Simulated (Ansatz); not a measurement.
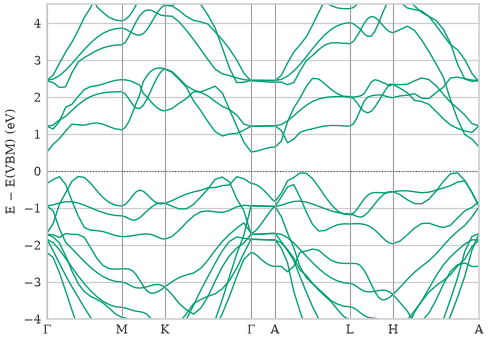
*Band structure from DFT-PBE in the program Ansatz with PAW potentials*

The gap is 0.52 eV; an edge lies off the plotted path or next to a special point (maximum off the standard path, minimum at Γ).

The material is As$_{2}$Se$_{3}$ (La2O3 or Ni2Al3 type, P-3m1).

A made-up cell: these elements were put on the sites of a structure type; neither database checked (COD, Materials Project) lists it. COD files the formula under space group No. 12, 14. Whether it is the stable phase at ambient conditions was not checked. The PBE relaxation kept the symmetry of its start; whether a distortion lowers the energy is not shown. Scalar-relativistic: spin–orbit coupling is off unless named, which matters more the heavier the elements.

Potentials: the later of the program's two PAW sets.
